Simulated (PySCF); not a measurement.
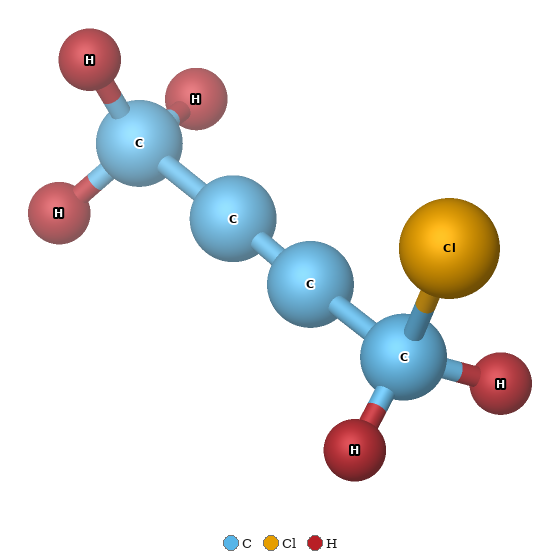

The molecule: C₄H₅Cl (1-chloro-2-butyne), SMILES CC#CCCl.

Vertical TDDFT excitations, PBE0/def2-SVPD in PySCF, at a GFN2-xTB geometry (no frequency check), gas phase.

Where does it absorb, and how strongly?

Answer. The lowest singlet lies at 5.69 eV (218 nm, f = 0.000); the brightest of the first 6 is S2 at 6.22 eV (199 nm), f = 0.089, mainly HOMO−1 → LUMO (82 %). No singlet lies below 3.1 eV (beyond 400 nm), so at this level no vertical transition falls in the visible.


```tsv
state	E (eV)	λ (nm)	f	main character
S1	5.69	218	0.000	HOMO → LUMO (96 %)
S2	6.22	199	0.089	HOMO−1 → LUMO (82 %)
S3	6.75	184	0.001	HOMO−2 → LUMO (93 %)
S4	6.88	180	0.004	HOMO−3 → LUMO (90 %)
S5	6.93	179	0.002	HOMO−1 → LUMO+3 (87 %)
S6	7.05	176	0.005	HOMO → LUMO+1 (93 %)
```

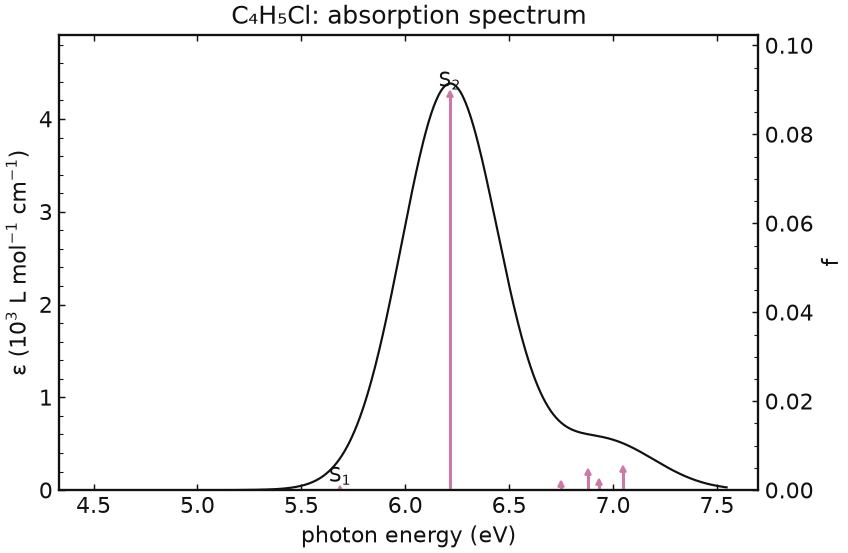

The lowest 6 singlet states are shown; each is broadened by a Gaussian of 1/e half-width 0.33 eV. Sticks give oscillator strengths (right axis).

Note: the tight-binding geometry is rougher than a DFT one and adds to the error; core orbitals are frozen in the response.
